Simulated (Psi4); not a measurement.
# One shape, several levels: quartet AlHOF

Aim: a comparison of 3 runs (U-wB97X-V/def2-TZVPP, UDSD-PBEP86/def2-TZVPP, UMP3/def2-TZVPP) of quartet AlHOF. Input form: a Python script.

The results are computed with Psi4 1.11.

### Step 1. The system as given

AlHOF has 4 atoms, charge 0, and is taken as a quartet. As SMILES of the parent species, `[O][AlH][F]`. The shape is that of a PBE0-D4/def2-TZVP optimisation. That shape belongs to the parent species and isn't relaxed for this state.

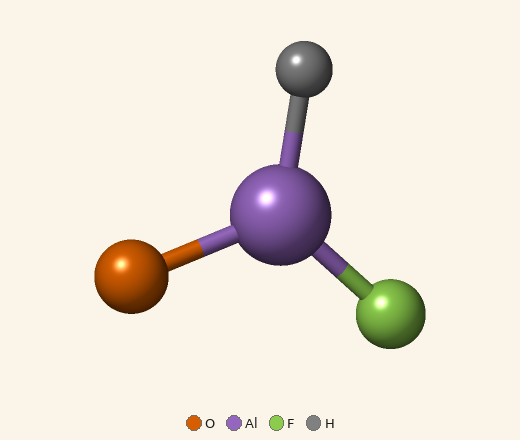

The structure, seen from a chosen angle (oxygen orange, aluminium purple, fluorine green, hydrogen grey).

### Step 2. The energy at U-wB97X-V/def2-TZVPP (run 1)

Contents of job.py:

```python
import psi4

psi4.set_memory(1600000000)
psi4.set_num_threads(1)
psi4.core.set_output_file('output.dat', False)

molecule = psi4.geometry("""
0 4
O
Al 1 1.731121
F 2 1.640835 1 117.47057
H 2 1.56397 3 123.33876 1 -179.99548
symmetry c1
no_reorient
no_com
""")

psi4.set_options({
    'basis': 'def2-TZVPP',
    'reference': 'uks',
    'puream': True,
    'e_convergence': 1e-09,
    'd_convergence': 1e-08,
    'scf_type': 'pk',
    'dft_radial_points': 99,
    'dft_spherical_points': 590,
    'maxiter': 200,
})

result = psi4.energy("WB97X-V")
print('E =', round(result, 9))
for k, v in sorted(psi4.core.scalar_variables().items()):
    print(f'{k:45s} {v:18.10f}')
```

The run is started by

```
$ python job.py
```

output.dat:

```text
[...]
  Running in c1 symmetry.
[...]
  Nuclear repulsion =   90.317254811933893
[...]
  Multiplicity = 4
[...]
  Nalpha       = 17
  Nbeta        = 14
[...]
    Number of basis functions: 118
[...]
   @UKS iter   1:  -417.73929299893490   -7.96708e-01   4.73841e-03 ADIIS/DIIS
[...]
   @UKS iter  19:  -417.85464256932107   -2.12594e-11   7.12897e-09 DIIS
[...]
   @S^2 Observed:                3.768310763E+00
[...]
    Orbital Energies [Eh]
    ---------------------
    Alpha Occupied:
       1A    -56.091977     2A    -24.726806     3A    -19.378999
       4A     -4.283098     5A     -2.829327     6A     -2.829205
       7A     -2.825698     8A     -1.278688     9A     -1.204712
      10A     -0.640341    11A     -0.624495    12A     -0.585988
      13A     -0.578134    14A     -0.547263    15A     -0.530216
      16A     -0.519250    17A     -0.194144
    Alpha Virtual:
      18A      0.012673    19A      0.087446    20A      0.140770
      21A      0.186389    22A      0.216426    23A      0.247339
      24A      0.261853    25A      0.270538    26A      0.278277
[...]
  @UKS Final Energy:  -417.85464256932107
   => Energetics <=
    Nuclear Repulsion Energy =             90.3172548119338927
    One-Electron Energy =                -759.9623581287626166
    Two-Electron Energy =                 279.4422038610824757
    DFT Exchange-Correlation Energy =     -27.7822597310189607
    Empirical Dispersion Energy =           0.0000000000000000
    VV10 Nonlocal Energy =                  0.1305166174440657
    Total Energy =                       -417.8546425693210722
[...]
 Multipole Moments:
 ------------------------------------------------------------------------------------
     Multipole            Electronic (a.u.)      Nuclear  (a.u.)        Total (a.u.)
 ------------------------------------------------------------------------------------
 L = 1.  Multiply by 2.5417464519 to convert [e a0] to [Debye]
 Dipole X            :          0.0011175            0.0000982            0.0012156
 Dipole Y            :         -1.5969791            2.2658750            0.6688959
 Dipole Z            :         -0.0873122           -0.1921415           -0.2794537
 Magnitude           :                                                    0.7249259
[...]
```

On the terminal:

```text
E = -417.854642569
CURRENT ENERGY                                   -417.8546425693
CURRENT REFERENCE ENERGY                         -417.8546425693
DD SOLVATION ENERGY                                 0.0000000000
DFT FUNCTIONAL TOTAL ENERGY                      -417.8546425693
DFT TOTAL ENERGY                                 -417.8546425693
DFT VV10 ENERGY                                     0.1305166174
DFT XC ENERGY                                     -27.7822597310
GRID ELECTRONS ALPHA                               17.0000012000
GRID ELECTRONS BETA                                14.0000002521
GRID ELECTRONS TOTAL                               31.0000014521
NUCLEAR REPULSION ENERGY                           90.3172548119
ONE-ELECTRON ENERGY                              -759.9623581288
PCM POLARIZATION ENERGY                             0.0000000000
PE ENERGY                                           0.0000000000
SCF ITERATION ENERGY                             -417.8546425693
SCF ITERATIONS                                     19.0000000000
SCF TOTAL ENERGY                                 -417.8546425693
TWO-ELECTRON ENERGY                               279.4422038611
XC GRID RADIAL POINTS                              99.0000000000
XC GRID SPHERICAL POINTS                          590.0000000000
XC GRID TOTAL POINTS                           225159.0000000000
```

Wall time 54 s (1 thread of Intel Xeon 6975P-C (Granite Rapids), shared host); peak memory 0.88 GiB.

### Step 3. The energy at UDSD-PBEP86/def2-TZVPP (density fitting for correlation) (run 2)

Contents of alfho.py:

```python
import psi4

psi4.set_memory('1600 MB')
psi4.set_num_threads(1)
psi4.set_output_file('output.dat', False)

molecule = psi4.geometry("""
0 4
O     -0.128300    -1.061600     1.299400
Al     0.038200     0.026100    -0.037000
F     -1.126500    -0.010300    -1.192200
H      1.272100     0.985600    -0.090400
symmetry c1
no_reorient
no_com
""")

options = {'basis': 'def2-TZVPP', 'reference': 'uks', 'puream': True, 'e_convergence': 1e-09, 'd_convergence': 1e-08, 'scf_type': 'pk', 'dft_radial_points': 99, 'dft_spherical_points': 590, 'num_frozen_docc': 7, 'maxiter': 200}
psi4.set_options(options)

e_tot = psi4.energy('dsd-pbep86')
print(f'total energy {e_tot:.8f} hartree = {e_tot * 27.211386:.5f} eV')
```

The run is started by

```
$ python alfho.py
```

output.dat:

```text
[...]
  Running in c1 symmetry.
[...]
  Nuclear repulsion =   90.317277372079701
[...]
  Multiplicity = 4
[...]
  Nalpha       = 17
  Nbeta        = 14
[...]
    Number of basis functions: 118
[...]
   @UKS iter   1:  -417.08969281763797   -9.08285e-01   4.23523e-03 DIIS/ADIIS
[...]
   @UKS iter  23:  -417.19269307088382   -6.51426e-11   8.79940e-09 DIIS
[...]
   @S^2 Observed:                3.773828237E+00
[...]
    Orbital Energies [Eh]
    ---------------------
    Alpha Occupied:
       1A    -57.670994     2A    -25.700261     3A    -20.163050
       4A     -4.685168     5A     -3.085762     6A     -3.083617
       7A     -3.077854     8A     -1.416762     9A     -1.264990
      10A     -0.686894    11A     -0.618190    12A     -0.604165
      13A     -0.575993    14A     -0.568183    15A     -0.557924
      16A     -0.526311    17A     -0.188801
    Alpha Virtual:
      18A     -0.011862    19A      0.062103    20A      0.117365
      21A      0.163397    22A      0.191244    23A      0.227682
      24A      0.246859    25A      0.250320    26A      0.257571
[...]
  @UKS Final Energy:  -417.19269307088382
   => Energetics <=
    Nuclear Repulsion Energy =             90.3172773720797011
    One-Electron Energy =                -760.2796614183412203
    Two-Electron Energy =                 263.5714617072077317
    DFT Exchange-Correlation Energy =     -10.8017707318300786
    Empirical Dispersion Energy =           0.0000000000000000
    VV10 Nonlocal Energy =                  0.0000000000000000
    Total Energy =                       -417.1926930708838199
[...]
 Multipole Moments:
 ------------------------------------------------------------------------------------
     Multipole            Electronic (a.u.)      Nuclear  (a.u.)        Total (a.u.)
 ------------------------------------------------------------------------------------
 L = 1.  Multiply by 2.5417464519 to convert [e a0] to [Debye]
 Dipole X            :         18.6855325          -17.7562446            0.9292879
 Dipole Y            :         14.3369084          -13.7205455            0.6163629
 Dipole Z            :          1.8228037           -1.7120919            0.1107118
 Magnitude           :                                                    1.1205964
[...]
```

On the terminal:

```text
total energy -417.45418212 hartree = -11359.50689 eV
```

Run time: 23 s. Hardware: 1 thread of Intel Xeon 6975P-C (Granite Rapids), shared host; peak memory 0.7 GiB.

### Step 4. The energy at UMP3/def2-TZVPP (run 3)

Contents of calc.py:

```python
import psi4

psi4.set_memory(1600000000)
psi4.set_num_threads(1)
psi4.core.set_output_file('alfho.out', False)

mol = psi4.geometry("""
0 4
O     -0.24245186    -2.00613325     2.45551013
Al     0.07218754     0.04932185    -0.06991987
F     -2.12877648    -0.01946418    -2.25293149
H      2.40392060     1.86251407    -0.17083124
units au
symmetry c1
no_reorient
no_com
""")

options = {'basis': 'def2-TZVPP', 'reference': 'uhf', 'puream': True, 'e_convergence': 1e-09, 'd_convergence': 1e-08, 'scf_type': 'pk', 'num_frozen_docc': 7, 'maxiter': 200, 'mp_type': 'conv'}
psi4.set_options(options)

E = psi4.energy("mp3")
print(f'total energy {E:.8f} hartree = {E * 27.211386:.5f} eV')
```

The run is started by

```
$ python calc.py
```

alfho.out:

```text
[...]
  Running in c1 symmetry.
[...]
  Nuclear repulsion =   90.317277353581517
[...]
  Multiplicity = 4
[...]
  Nalpha       = 17
  Nbeta        = 14
[...]
    Number of basis functions: 118
[...]
   @UHF iter   1:  -416.61067101387380   -1.13704e+00   3.93016e-03 ADIIS/DIIS
[...]
   @UHF iter  28:  -416.71591598184915    5.05906e-11   9.64262e-09 DIIS
[...]
   @S^2 Observed:                3.761160492E+00
[...]
    Orbital Energies [Eh]
    ---------------------
    Alpha Occupied:
       1A    -58.539872     2A    -26.262629     3A    -20.621480
       4A     -4.954632     5A     -3.276851     6A     -3.273984
       7A     -3.267494     8A     -1.549995     9A     -1.349254
      10A     -0.782142    11A     -0.676872    12A     -0.661758
      13A     -0.640981    14A     -0.635108    15A     -0.597796
      16A     -0.556886    17A     -0.221565
    Alpha Virtual:
      18A      0.022507    19A      0.095806    20A      0.143518
      21A      0.200137    22A      0.224403    23A      0.264906
      24A      0.286425    25A      0.292379    26A      0.300227
[...]
  @UHF Final Energy:  -416.71591598184915
   => Energetics <=
    Nuclear Repulsion Energy =             90.3172773535815168
    One-Electron Energy =                -760.3946853703133684
    Two-Electron Energy =                 253.3614920348827013
    Total Energy =                       -416.7159159818491503
  UHF NO Occupations:
  HONO-2 :   15  A 1.0000000
  HONO-1 :   16  A 1.0000000
[...]
 Multipole Moments:
 ------------------------------------------------------------------------------------
     Multipole            Electronic (a.u.)      Nuclear  (a.u.)        Total (a.u.)
 ------------------------------------------------------------------------------------
 L = 1.  Multiply by 2.5417464519 to convert [e a0] to [Debye]
 Dipole X            :         18.8780952          -17.7562446            1.1218506
 Dipole Y            :         14.6086369          -13.7205455            0.8880914
 Dipole Z            :          1.6305991           -1.7120919           -0.0814928
 Magnitude           :                                                    1.4331420
[...]
	SCS-MP2 Total Energy (a.u.)        :  -417.19646298077913
	SOS-MP2 Total Energy (a.u.)        :  -417.18964414021463
[...]
	SOS-PI-MP2 Total Energy (a.u.)     :  -417.22608476778123
[...]
	MP2 Total Energy (a.u.)            :  -417.21010066190797
[...]
	SCS-MP3 Total Energy (a.u.)        :  -417.19846860403084
[...]
	MP3 Total Energy (a.u.)            :  -417.21812315491479
[...]
```

The script printed:

```text
total energy -417.21812315 hartree = -11353.08340 eV
```

It took 33 s on 1 thread of Intel Xeon 6975P-C (Granite Rapids), shared host; peak memory 1.5 GiB.

### Step 5. Overview of the runs

| run | level | frozen core orbitals | fitting correlation | energy (Eh) | HOMO energy (eV) | ⟨S²⟩ | wall time |
| --- | --- | --- | --- | --- | --- | --- | --- |
| 1 | U-wB97X-V/def2-TZVPP | 0 | – | -417.854643 | -5.28 | 3.768 | 54 s |
| 2 | UDSD-PBEP86/def2-TZVPP (density fitting for correlation) | 7 | density fitting | -417.454182 | -5.14 | 3.774 | 23 s |
| 3 | UMP3/def2-TZVPP | 7 | none | -417.218123 | -6.03 | 3.761 | 33 s |

### Step 6. Outcome

| quantity | value |
| --- | --- |
| run 3: total energy | -417.21812 Eh |
| run 3: HOMO energy (Hartree–Fock orbitals) (highest over α and β) | -6.03 eV |
| run 3: LUMO energy (Hartree–Fock orbitals) (lowest over α and β) | -3.54 eV |
| run 3: correlation energy (7 core orbitals frozen) | -502.2 mEh |
| run 3: ⟨S²⟩ of the reference determinant | 3.761 |

Totals of different functionals can't be ranked against each other. All runs together took 1.8 min, the longest 54 s.
